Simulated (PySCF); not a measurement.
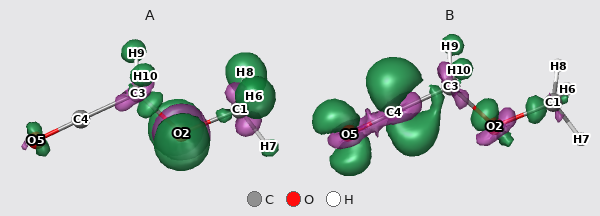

Figure. C3H5O2, charge +1, SMILES `COCC#[O+]`. The two Fukui functions at ±0.06 e/Å³ (green positive, purple negative).

Level of theory: TPSSh/6-31+G* (PySCF), at a geometry from GFN2-xTB. No frequency check shows the geometry to be a minimum.

Input script:

```python
import numpy as np
from pyscf import gto, scf, dft
from pyscf.scf import atom_ks, atom_hf
from scipy.linalg import block_diag

def solve(mol, dm0=None, hcore=None):
    mf = (dft.UKS if mol.spin else dft.RKS)(mol, xc='tpssh')
    mf.grids.level = 3
    mf = mf.density_fit(auxbasis='def2-universal-jkfit')
    mf.conv_tol, mf.max_cycle = 1e-8, 80
    if hcore is not None:
        mf.get_hcore = lambda *args: hcore
    mf.kernel(dm0)
    if not mf.converged:
        mf = mf.newton().run(mf.mo_coeff, mf.mo_occ, max_cycle=30)
    assert mf.converged, 'SCF not converged'
    return mf

mol = gto.M(atom='''
C      2.22279    -0.06951    -0.00051
O      0.86203    -0.48259     0.00087
C     -0.05885     0.57397     0.00104
C     -1.38471     0.10581     0.00014
O     -2.42788    -0.28282    -0.00053
H      2.47278     0.50336     0.89482
H      2.78267    -1.00367     0.00007
H      2.47172     0.50118    -0.89878
H      0.06161     1.22930    -0.89695
H      0.06266     1.23147     0.89406
''', basis='6-31+g*', charge=1, spin=0, verbose=4)
mf = solve(mol)
out = dict(e0=mf.e_tot, dm0=mf.make_rdm1(), c=mf.mo_coeff, occ=mf.mo_occ, eps=mf.mo_energy)
for name, dq, spin in [('cation', 1, 1), ('anion', -1, 1)]:
    ion = mol.copy().set(charge=mol.charge + dq, spin=spin).build()
    mi = solve(ion)
    if spin and dq > 0 and mol.nao < 130:
        c, _, stable, _ = mi.stability(return_status=True)
        if not stable:
            mi = solve(ion, mi.make_rdm1(c, mi.mo_occ))
    print(name, 'vertical energy change / eV', (mi.e_tot - mf.e_tot) * 27.211386)
    out.update({'e_' + name: mi.e_tot, 'dm_' + name: mi.make_rdm1(), 's2_' + name: mi.spin_square()[0], 'eps_' + name: mi.mo_energy, 'occ_' + name: mi.mo_occ})
# spherically averaged free atoms, for the promolecule
atm = atom_ks.get_atm_nrks(mol, xc='tpssh')
pro = block_diag(*[(atm[a[0]][2] * atm[a[0]][3]) @ atm[a[0]][2].T for a in mol._atom])
np.savez('result.npz', pro=pro, **out)
```

Command:

```sh
OMP_NUM_THREADS=1 python input.py
```

The run took 13 min on 1 thread of Arm Neoverse V1, with other jobs on the host, peak memory 0.67 GiB.

Partitions, critical points and surface values were worked out afterwards from this run's density.

**Which panel is f⁻ (electron removed) and which f⁺ (electron added)?**

A is f⁻, B is f⁺. f⁻ (Hirshfeld-condensed) is largest on O2 (0.32); the vertical ionisation energy is 15.85 eV. f⁺ (Hirshfeld-condensed) is largest on C4 (0.31) and O5 (0.27); the vertical electron affinity is 6.17 eV (the stability of the neutral species's solution wasn't checked).

**What chemical potential and hardness follow from the two energies?**

μ = −(I + A)/2 = −11.01 eV and η = I − A = 9.68 eV.
